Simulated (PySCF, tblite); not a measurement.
# C6H5F3: dynamics, then NMR shifts on frames, part 1 of 2

Aim: move C6H5F3 (`C=CC(=C)C(F)=C(F)F`) away from its starting geometry and see how NMR shifts follow the geometry.

Computed with tblite 0.8.0 and PySCF 2.14.0, with density-fitted response routines of our own, on a single molecule in the gas phase. Atoms are numbered from 0 throughout.

## (1) Starting geometry

14 atoms, charge 0, multiplicity 1; geometry from: GFN2-xTB.

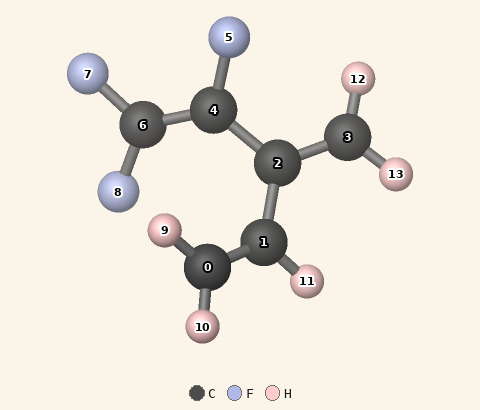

As it starts; carbon dark grey, fluorine light blue, hydrogen pink, atoms numbered; sticks join atoms by distance.

## (2) Dynamics with GFN2-xTB

The job: settings as JSON, then the geometry in Å.

```
{"job": {"kind": "md", "xc": "GFN2-xTB", "basis": "xTB", "temperature": 200, "steps": 2000, "every": 50, "frames": 5}, "charge": 0, "multiplicity": 1}
C     -1.174727    -1.603008    -0.216769
C     -1.281971    -0.281738    -0.209530
C     -0.190367     0.661758    -0.448370
C     -0.413554     1.867942    -0.981772
C      1.186860     0.272640    -0.127631
F      2.149138     0.802122    -0.914353
C      1.598298    -0.486216     0.888159
F      2.865764    -0.779882     1.146584
F      0.804016    -1.034137     1.797554
H     -0.238293    -2.109002    -0.378392
H     -2.034261    -2.233049    -0.071536
H     -2.251866     0.179918    -0.086442
H      0.388422     2.555597    -1.186466
H     -1.408135     2.186583    -1.238179
```

With the program's defaults for keys left out, this is: GFN2-xTB Langevin dynamics, gas phase.

Started as:

```sh
OMP_NUM_THREADS=1 python probes_run.py task.json out
```

One launch serves the whole session: the jobs run in the order shown.

Log:

```text
t/fs     T/K      E/eV
    0.0   154.9   -802.76085
   25.0   133.2   -802.60467
   50.0   140.6   -802.53402
   75.0   128.1   -802.53781
  100.0   159.6   -802.54562
  125.0   144.6   -802.51511
  150.0   183.5   -802.52080
  175.0   181.2   -802.51084
  200.0   236.9   -802.44992
  225.0   234.2   -802.46199
  250.0   224.8   -802.52957
  275.0   151.4   -802.49150
  300.0   101.6   -802.54364
  325.0   138.6   -802.56952
  350.0   169.7   -802.54420
  375.0   161.2   -802.50483
  400.0   110.6   -802.47397
  425.0   183.9   -802.50293
  450.0   143.3   -802.44684
  475.0   157.3   -802.52345
  500.0   139.3   -802.47160
  525.0   149.1   -802.49601
  550.0   142.1   -802.47051
  575.0   161.2   -802.45523
  600.0   147.1   -802.47552
  625.0   191.5   -802.46992
  650.0   176.6   -802.47583
  675.0   196.9   -802.51161
  700.0   130.1   -802.33744
  725.0   162.6   -802.40594
  750.0   184.3   -802.47053
  775.0   140.0   -802.43888
  800.0   166.9   -802.50175
  825.0   162.8   -802.45940
  850.0    86.4   -802.40973
  875.0   233.2   -802.51691
  900.0   140.6   -802.39651
  925.0   225.2   -802.44341
  950.0   193.1   -802.31201
  975.0   262.7   -802.53475
 1000.0   219.1   -802.46400
```

Wall time 12 s (1 thread of Intel Xeon Platinum 8375C at 2.90GHz, shared host); peak memory 0.18 GiB.

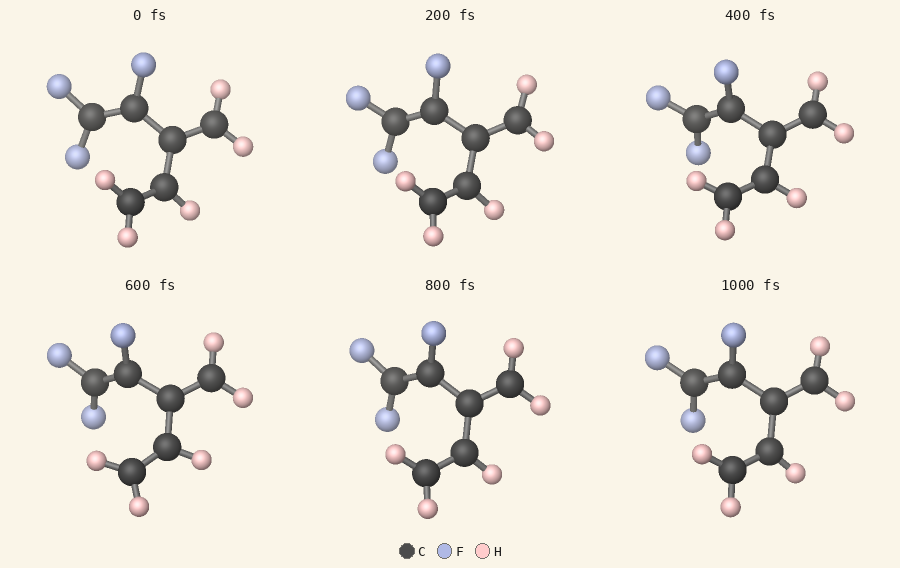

Frames of the run.

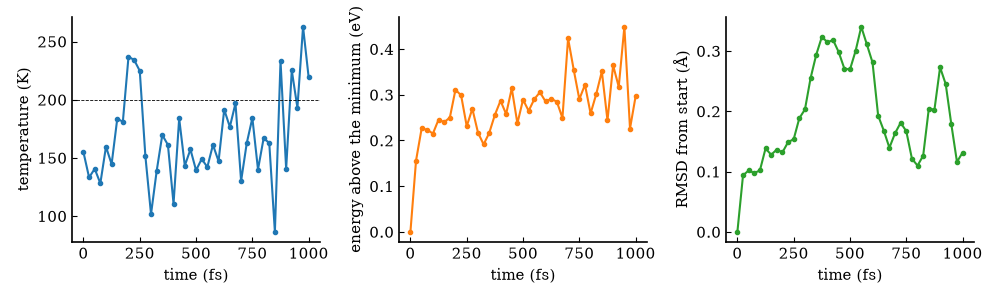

Temperature, potential energy and distance from the start.

Positions (Å) and forces (eV/Å) at 1000 fs:

```xyz
14

C    -1.105   -1.704    0.589   -1.208    0.073    0.736
C    -1.172   -0.398    0.329    2.456   -1.173   -0.222
C     0.038    0.359   -0.086   -0.600    0.264    0.261
C    -0.028    1.507   -0.786   -2.200   -1.077    1.007
C     1.349   -0.170    0.332    0.463   -0.334    1.109
F     2.320   -0.038   -0.576    0.468   -0.009   -0.414
C     1.717   -0.635    1.557   -1.262    0.678   -1.395
F     2.904   -1.070    1.939   -0.190    0.072    0.017
F     0.788   -0.690    2.518    0.460   -0.208    0.232
H    -0.253   -2.348    0.611    0.316    0.151   -0.240
H    -2.021   -2.177    0.959    0.377    0.013   -0.357
H    -2.107    0.049    0.381   -1.141    1.058   -0.084
H     0.763    2.086   -1.086    1.756    0.850   -0.516
H    -1.008    1.952   -0.970    0.305   -0.357   -0.134
```

## (3) Nuclear shieldings: 250 fs, PBE0/pcSseg-1

The job: settings as JSON, then the geometry in Å.

```
{"job": {"kind": "nmr", "xc": "PBE0", "basis": "pcSseg-1", "pop": false}, "charge": 0, "multiplicity": 1}
C     -1.298400    -1.834500    -0.115200
C     -1.315300    -0.511900    -0.224900
C     -0.225800     0.333000    -0.556500
C     -0.385700     1.510500    -1.145800
C      1.135400    -0.034900    -0.152000
F      2.126600     0.172900    -0.991100
C      1.387900    -0.654900     1.014400
F      2.605300    -0.993900     1.445700
F      0.485100    -0.824600     1.957300
H     -0.427900    -2.375400    -0.356500
H     -2.196700    -2.302400     0.254900
H     -2.237300    -0.003700    -0.055700
H      0.463000     2.198400    -1.192900
H     -1.310400     1.868300    -1.564800
```

Level: GIAO PBE0/pcSseg-1 NMR shielding, non-relativistic, gas phase.

Log:

```text
coarse grid: 12880 points
cycle   1  E = -530.2756155462  dE =  1.588e+00  |g| = 7.831e-01  |ddm| = 3.577e+00
cycle   2  E = -530.1327256153  dE =  1.429e-01  |g| = 1.204e+00  |ddm| = 1.383e+00
cycle   3  E = -530.3867270760  dE = -2.540e-01  |g| = 1.259e-01  |ddm| = 9.129e-01
cycle   4  E = -530.3893333779  dE = -2.606e-03  |g| = 7.330e-02  |ddm| = 1.859e-01
cycle   5  E = -530.3906059000  dE = -1.273e-03  |g| = 1.971e-02  |ddm| = 7.777e-02
cycle   6  E = -530.3906908761  dE = -8.498e-05  |g| = 5.185e-03  |ddm| = 2.206e-02
cycle   7  E = -530.3906971327  dE = -6.257e-06  |g| = 1.849e-03  |ddm| = 6.681e-03
final grid: 128920 points
cycle   8  E = -530.4623075103  dE = -4.315e-05  |g| = 7.873e-03  |ddm| = 3.336e-02
cycle   9  E = -530.4622942646  dE =  1.325e-05  |g| = 1.144e-02  |ddm| = 1.838e-02
cycle  10  E = -530.4623216897  dE = -2.743e-05  |g| = 1.707e-03  |ddm| = 1.117e-02
cycle  11  E = -530.4623223243  dE = -6.346e-07  |g| = 3.381e-04  |ddm| = 1.418e-03
cycle  12  E = -530.4623223466  dE = -2.232e-08  |g| = 1.552e-04  |ddm| = 3.939e-04
cycle  13  E = -530.4623223512  dE = -4.624e-09  |g| = 4.076e-05  |ddm| = 1.658e-04
cycle  14  E = -530.4623223516  dE = -3.663e-10  |g| = 1.236e-05  |ddm| = 4.615e-05
converged SCF energy = -530.4623223516

GIAO shielding tensors (ppm)
atom      isotropic    diamagn.    paramagn.     s11        s22        s33       span
  0 C       56.806     255.610    -198.804    -66.328     65.875    170.871    237.200
  1 C       44.466     253.770    -209.303    -77.744     58.449    152.694    230.437
  2 C       45.372     261.501    -216.129    -66.757     52.906    149.965    216.722
  3 C       59.254     251.478    -192.224    -42.442     57.293    162.912    205.354
  4 C       49.569     250.371    -200.802      8.618     49.346     90.743     82.125
  5 F      354.110     472.158    -118.048    291.956    368.061    402.314    110.359
  6 C       19.021     251.502    -232.481    -39.343     39.214     57.191     96.534
  7 F      269.071     470.426    -201.355    241.277    273.827    292.108     50.831
  8 F      271.708     476.416    -204.708    248.018    263.221    303.884     55.866
  9 H       26.056      32.388      -6.332     21.242     26.452     30.475      9.233
 10 H       25.714      28.671      -2.957     22.401     25.556     29.185      6.784
 11 H       25.242      32.342      -7.100     23.153     23.941     28.632      5.479
 12 H       25.723      29.875      -4.152     22.500     24.121     30.548      8.049
 13 H       25.913      30.475      -4.562     23.295     25.288     29.157      5.862
```

It took 25 s on 1 thread of Intel Xeon Platinum 8375C at 2.90GHz, shared host; peak memory 0.8 GiB.

The references, computed at this level on geometries of the same kind, shield at (ppm): 1H TMS 31.72, 13C TMS 186.9, 19F CFCl3 170.9. Their shielding less the atom's gives the shift. The references are single molecules in the gas phase, so shifts against H2O, NH3, PH3, H3PO4 or CFCl3 are not on the usual liquid scales and can be off by tens of ppm. Each atom is listed at this fixed geometry, with no averaging over motion; a spectrum would average atoms that exchange fast.

```csv
atoms,environment,σ (ppm),δ (ppm)
C6,fully substituted alkene carbon,19.0,167.9
C1,alkene CH,44.5,142.5
C2,fully substituted alkene carbon,45.4,141.6
C4,fully substituted alkene carbon,49.6,137.4
C0,terminal =CH2 carbon,56.8,130.1
C3,terminal =CH2 carbon,59.3,127.7
H11,hydrogen on an alkene CH,25.24,6.47
H10,hydrogen on a terminal =CH2 carbon,25.71,6.00
H12,hydrogen on a terminal =CH2 carbon,25.72,5.99
H13,hydrogen on a terminal =CH2 carbon,25.91,5.80
H9,hydrogen on a terminal =CH2 carbon,26.06,5.66
F7,vinylic fluorine,269.1,-98.1
F8,vinylic fluorine,271.7,-100.8
F5,vinylic fluorine,354.1,-183.2
```

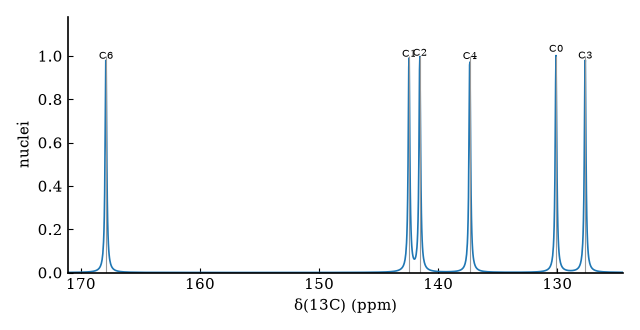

13C lines at the computed shifts, without couplings. Lines are broadened to a width of 0.16 ppm (Lorentzian).

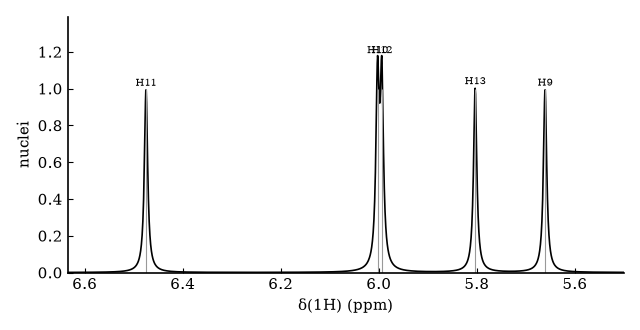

1H lines at the computed shifts, without couplings. Lines are broadened to a width of 0.01 ppm (Lorentzian).

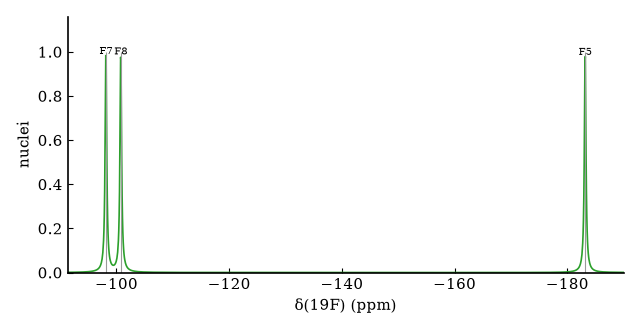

19F lines at the computed shifts, without couplings. Lines are broadened to a width of 0.34 ppm (Lorentzian).

## (4) Shielding tensors: 425 fs, PBE0/pcSseg-1

The job: settings as JSON, then the geometry in Å.

```
{"job": {"kind": "nmr", "xc": "PBE0", "basis": "pcSseg-1", "pop": false}, "charge": 0, "multiplicity": 1}
C     -1.075800    -2.005100    -0.227000
C     -1.208900    -0.688500    -0.439700
C     -0.115000     0.290600    -0.551900
C     -0.214800     1.461900    -1.182800
C      1.201300    -0.136800     0.024300
F      2.157000    -0.378300    -0.882600
C      1.410000    -0.518900     1.285500
F      2.529400    -1.005000     1.742600
F      0.456400    -0.395800     2.245700
H     -0.119400    -2.395900     0.123800
H     -1.927300    -2.677100    -0.286800
H     -2.127200    -0.169900    -0.657000
H      0.612300     2.178100    -1.316100
H     -1.138200     1.803500    -1.601500
```

Method: GIAO PBE0/pcSseg-1 NMR shielding, non-relativistic, gas phase.

Log:

```text
coarse grid: 12880 points
cycle   1  E = -530.2859718549  dE =  1.378e+00  |g| = 7.629e-01  |ddm| = 3.534e+00
cycle   2  E = -530.1615634898  dE =  1.244e-01  |g| = 1.167e+00  |ddm| = 1.331e+00
cycle   3  E = -530.3896188524  dE = -2.281e-01  |g| = 9.824e-02  |ddm| = 8.637e-01
cycle   4  E = -530.3911237130  dE = -1.505e-03  |g| = 5.180e-02  |ddm| = 1.318e-01
cycle   5  E = -530.3916629805  dE = -5.393e-04  |g| = 1.520e-02  |ddm| = 5.558e-02
cycle   6  E = -530.3917092656  dE = -4.629e-05  |g| = 4.704e-03  |ddm| = 1.627e-02
cycle   7  E = -530.3917147777  dE = -5.512e-06  |g| = 1.371e-03  |ddm| = 5.205e-03
final grid: 128920 points
cycle   8  E = -530.4634101709  dE = -4.167e-05  |g| = 7.614e-03  |ddm| = 3.496e-02
cycle   9  E = -530.4633991414  dE =  1.103e-05  |g| = 1.085e-02  |ddm| = 1.602e-02
cycle  10  E = -530.4634233214  dE = -2.418e-05  |g| = 1.649e-03  |ddm| = 9.586e-03
cycle  11  E = -530.4634239073  dE = -5.859e-07  |g| = 3.875e-04  |ddm| = 1.403e-03
cycle  12  E = -530.4634239385  dE = -3.127e-08  |g| = 1.543e-04  |ddm| = 4.230e-04
cycle  13  E = -530.4634239432  dE = -4.633e-09  |g| = 2.969e-05  |ddm| = 1.485e-04
cycle  14  E = -530.4634239434  dE = -1.972e-10  |g| = 7.311e-06  |ddm| = 3.545e-05
converged SCF energy = -530.4634239434

GIAO shielding tensors (ppm)
atom      isotropic    diamagn.    paramagn.     s11        s22        s33       span
  0 C       61.498     255.390    -193.891    -49.732     65.014    169.213    218.945
  1 C       40.967     252.032    -211.065    -67.375     42.211    148.064    215.439
  2 C       40.128     261.716    -221.588    -66.095     41.935    144.545    210.640
  3 C       57.616     251.815    -194.199    -40.828     53.918    159.758    200.586
  4 C       50.501     250.491    -199.990      6.527     53.258     91.720     85.193
  5 F      344.582     472.463    -127.881    289.255    366.244    378.247     88.992
  6 C       17.137     252.679    -235.542    -46.576     40.980     57.008    103.584
  7 F      280.292     469.863    -189.571    261.812    278.942    300.122     38.310
  8 F      279.717     476.839    -197.123    237.706    289.536    311.909     74.203
  9 H       25.364      31.244      -5.880     22.432     24.655     29.006      6.574
 10 H       25.629      27.937      -2.309     23.597     24.937     28.352      4.755
 11 H       24.959      31.635      -6.676     23.253     23.790     27.833      4.580
 12 H       25.330      29.390      -4.060     22.730     23.876     29.385      6.655
 13 H       26.023      30.944      -4.921     23.583     25.325     29.161      5.578
```

Run time: 21 s. Hardware: 1 thread of Intel Xeon Platinum 8375C at 2.90GHz, shared host; peak memory 0.8 GiB.

Key values: δ C6 169.8, C2 146.8, C1 146.0, C4 136.4, H11 6.76, H12 6.39 ppm.

(Continued in part 2 of 2.)
